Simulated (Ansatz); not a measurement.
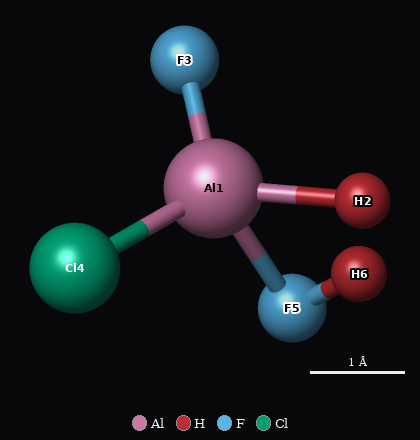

**Figure 1.** The input geometry (ball-and-stick view, seen at a tilt; atoms are numbered from 1 in the order of the input). Sticks mark near contacts. Bond lengths as drawn: Al–Cl 2.09 Å, Al–F 1.66 to 1.90 Å, Al–H 1.68 Å and F–H 1.08 Å.

**Run report: AlH₂ClF₂, frequency calculation**

- system: AlH₂ClF₂
- method: RKS B3LYP-D4/def2-SVP (Ansatz 0.2.0)

It belongs to a series of runs on one base structure; here: vibrations at the highest image of the band. Figures and captions count atoms from 1; the log counts them from 0 in places.

### The input
```yaml
crystal:
  periodic: [false, false, false]
  atoms:
    - { symbol: Al, position_ang: [-0.077311, -0.186899, 0.006736] }
    - { symbol: H, position_ang: [-0.097745, 0.077061, 1.664346] }
    - { symbol: F, position_ang: [1.413031, 0.016514, -0.690382] }
    - { symbol: Cl, position_ang: [-1.81762, 0.247703, -1.059964] }
    - { symbol: F, position_ang: [-0.147621, -1.895923, 0.830365] }
    - { symbol: H, position_ang: [-0.132036, -1.133256, 1.590901] }
basis:
  gaussian: { orbitals: def2-SVP }
hamiltonian:
  xc: b3lyp
  dispersion: d4
phonons: {}
```

Machine: 1 thread of Arm Neoverse V1, 24 GiB of memory available, shared host.

Run as:
```bash
ansatz run input.yaml --threads 1 --pin off --max-ram 2048MiB --backend cpu --events-out ev --progress --plain --runs-dir out
```

### What the program printed
```
Engine: ansatz 0.2.0, aarch64-unknown-linux-gnu
Functional definition: B3LYP
  parameter a0 = 0.2
  parameter ax = 0.72
  parameter ac = 0.81
  exchange = (1 - a0 - ax)*slater_x + ax*b88_x + a0*exact_x
  correlation = (1 - ac)*vwn_rpa_c + ac*lyp_c
727 factors; integrals over basis functions are off by at most 3.5e-4 eV
mean field evaluation 1: about -24577.5384 eV, gradient 4.3e1 eV
mean field evaluation 2: about -24571.7849 eV, gradient 7.6e1 eV
mean field evaluation 4: about -24580.5032 eV, gradient 2.3e0 eV
mean field evaluation 8: about -24580.5208 eV, gradient 2.2e-2 eV
mean field -24580.52083421 eV, -903.3174793818 hartree, gradient 1.0e-5 eV, S^2 0.000000; 0 other end points of the search recorded, 0 dependent functions left out
the calculation of the forces begins
reference -24580.52106057 eV, -903.3174877002 hartree; 25, 25 occupied and 49, 49 virtual orbitals, 727 factors
these checks for a lower state are left out or cut short: stability, starts, cluster_reference, orbital_swaps, neighbouring_geometries, increment
727 factors; integrals over basis functions are off by at most 3.5e-4 eV
mean field evaluation 16: about -24580.5207 eV, gradient 1.6e-1 eV
mean field -24580.52071542 eV, -903.3174750164 hartree, gradient 2.6e-6 eV, S^2 0.000000; 0 other end points of the search recorded, 0 dependent functions left out
[... from here on the field's lines of each further geometry are left out, up to the last ...]
the calculation of the forces begins
reference -24580.52112989 eV, -903.3174902480 hartree; 25, 25 occupied and 49, 49 virtual orbitals, 727 factors
these checks for a lower state are left out or cut short: stability, starts, cluster_reference, orbital_swaps, neighbouring_geometries, increment
727 factors; integrals over basis functions are off by at most 3.5e-4 eV
mean field -24580.52067067 eV, -903.3174733717 hartree, gradient 1.2e-6 eV, S^2 0.000000; 0 other end points of the search recorded, 0 dependent functions left out
the calculation of the forces begins
reference -24580.52089700 eV, -903.3174816895 hartree; 25, 25 occupied and 49, 49 virtual orbitals, 727 factors
WARN: phonons: modes at or below zero, which the zero-point energy, F, S and C_V leave out: 1, the lowest at -692.79 cm⁻¹. A minimum has none, and a first-order saddle one
Total energy: -24580.68371251 eV, -903.3234650490 hartree
Atom 0 at    -0.077311    -0.186899     0.006736 Å, force     0.002559    -0.028134    -0.004288 eV/Å
Atom 1 at    -0.097745     0.077061     1.664346 Å, force    -0.010734     0.010054    -0.000377 eV/Å
Atom 2 at     1.413031     0.016514    -0.690382 Å, force     0.000797    -0.007731    -0.002573 eV/Å
Atom 3 at    -1.817620     0.247703    -1.059964 Å, force    -0.002066     0.004194     0.003417 eV/Å
Atom 4 at    -0.147621    -1.895923     0.830365 Å, force     0.010756     0.032038    -0.039617 eV/Å
Atom 5 at    -0.132036    -1.133256     1.590901 Å, force    -0.001312    -0.010421     0.043438 eV/Å
Dipole moment:    -0.083277    -0.101164     0.420680 e Å
Vibrations: -692.79 149.67 196.99 275.23 458.83 545.13 691.34 885.02 1138.62 1182.64 1689.20 2162.19 cm⁻¹, zero-point energy 0.581166 eV
```

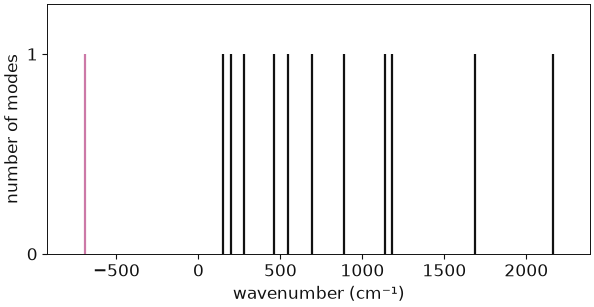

**Figure 2.** Harmonic vibrational wavenumbers from the force constants; neighbouring modes closer than 13 cm⁻¹ are counted in one stick, and imaginary ones are drawn at negative wavenumbers. 12 modes from 693i to 2162 cm⁻¹, 1 imaginary beyond 8i (693i cm⁻¹): a first-order saddle point, if the geometry is stationary.

### Results in brief

- outcome: converged
- total energy: −24580.6837 eV
- mean-field energy: −24580.5211 eV
- largest force (length of the vector): 0.052 eV/Å
- wall time: 57 s
- peak memory: 0.14 GiB
